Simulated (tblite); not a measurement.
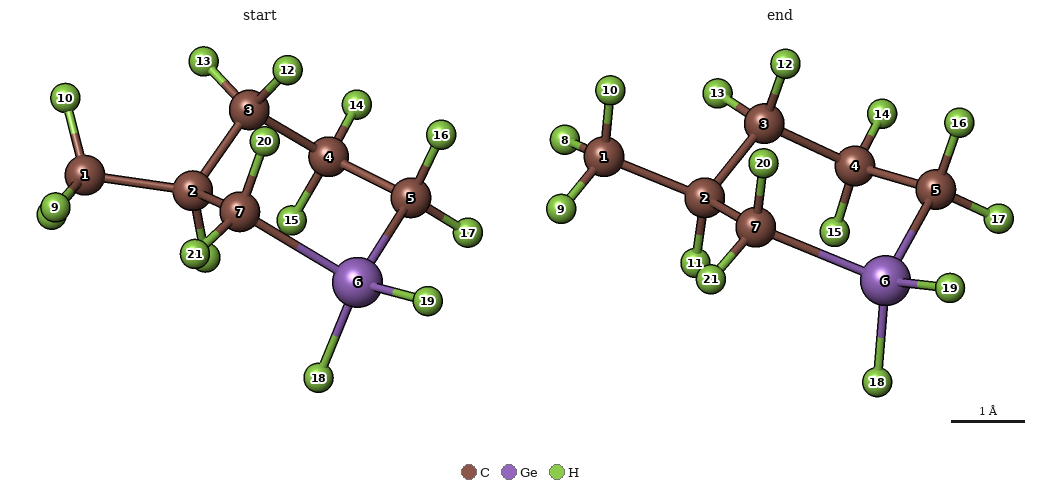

The structure of C$_{6}$H$_{14}$Ge before (left) and after (right) a relaxation, at one scale.

The picture is a ball-and-stick view, seen from a free direction.

Theory: tblite, GFN2-xTB geometry optimisation, gas phase. 

Describe what moved and what it gained.

H8 moves most after the best rigid fit: 1.05 Å. By element the largest moves are H 1.05 Å, C 0.32 Å, Ge 0.12 Å. Some distances before and after: Ge6–H18 1.563 → 1.507 Å, C2–C3 1.491 → 1.532 Å, C1–H8 1.125 → 1.088 Å, C2–H11 1.128 → 1.097 Å. Bond angles that change, for instance: C2–C7–Ge6 101.4° → 109.8°, H20–C7–H21 114.2° → 106.9°, C2–C3–C4 106.8° → 114.1°. Groups turn about C1–C2 by about 40°, C2–C3 by about 25°, C2–C7 by about 25°. The energy falls by 19.4 kcal/mol in 69 geometry steps. Cost: 0.75 s on 1 thread of AMD EPYC 7R43 64-Core Processor (shared host).
